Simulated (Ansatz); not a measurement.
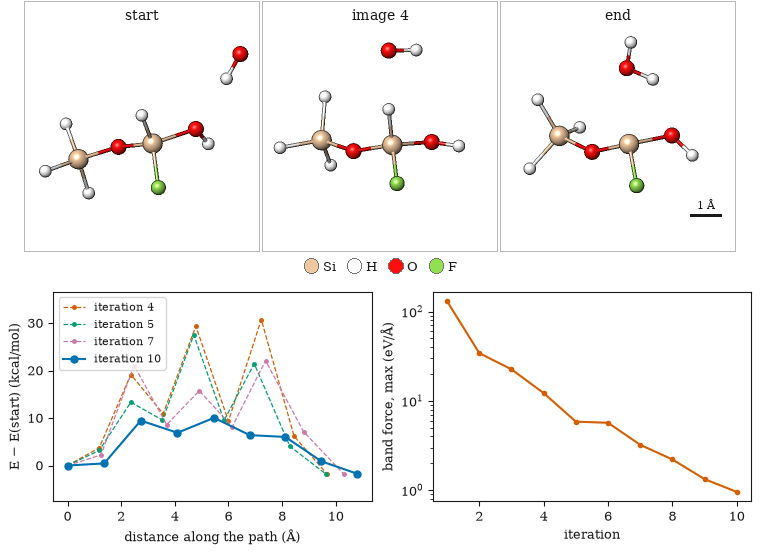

NEB run on Si2H6O3F (multiplicity 2). Images are numbered from 0 (start) to 8 (end). The plot follows the band through its iterations. A ball-and-stick model, seen from a free direction.

Computed with UHF/def2-SVP (Ansatz 0.2.0). Set-up: 7 movable images; climbing image; force threshold 0.03 eV/Å; iteration limit 10; starting path through a guess of the saddle point.

Question: Judge this run.

Answer: The result isn't final. The band hadn't converged when the run stopped after 10 iterations. The largest component of the band force went from 130 to 0.95 eV/Å. The barrier read from it is provisional: over the last two iterations the highest image moved from 14.2 kcal/mol to 10.0 kcal/mol. The iteration limit was low. The first iteration put the highest image at 646.8 kcal/mol. Forward barrier 10.0 kcal/mol, backward barrier 11.8 kcal/mol, with image 4 at the top; the reaction energy is −1.7 kcal/mol. The profile has 2 maxima (images 2, 4) with a dip at image 3 (+6.9 kcal/mol), which on an unconverged band is provisional.

Limits of the set-up: Hartree-Fock leaves out electron correlation.

The run took 3.2 min on 4 threads of Arm Neoverse V1, on a shared host, peak memory 0.54 GiB.
